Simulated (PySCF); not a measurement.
SMILES F[Si]([SiH2][SiH2]N)(F)F (H6F3NSi3), singlet at its B3LYP/def2-SVP optimised geometry (Å):

```
13

Si    -2.4236     0.6590     0.0057
F     -2.9693    -0.0824     1.3327
F     -3.1556     2.0958    -0.0502
F     -2.9813    -0.1868    -1.2522
Si    -0.0939     0.7660     0.0000
Si     0.9142    -1.3897     0.0000
N      2.6504    -1.3897     0.0000
H      0.2997     1.5529    -1.2091
H      0.2978     1.5547     1.2086
H      0.4408    -2.0958     1.2250
H      0.4378    -2.0956    -1.2240
H      3.1556    -1.1003    -0.8327
H      3.1539    -1.1114     0.8375
```

Computed with PySCF 2.14.0 with B3LYP/def2-TZVP. Cells within 0.4 Å of a nucleus heavier than hydrogen are left out (blank, or x).

Map of the electrostatic potential (hartree/e), clipped to [-0.08, 0.12] on the plane z = 1.0 Å:

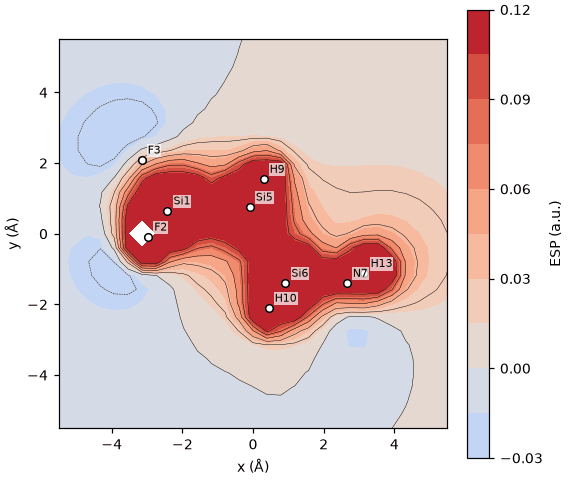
Figure. Electrostatic potential (hartree/e), clipped to [-0.08, 0.12] on the plane z = 1.0 Å.
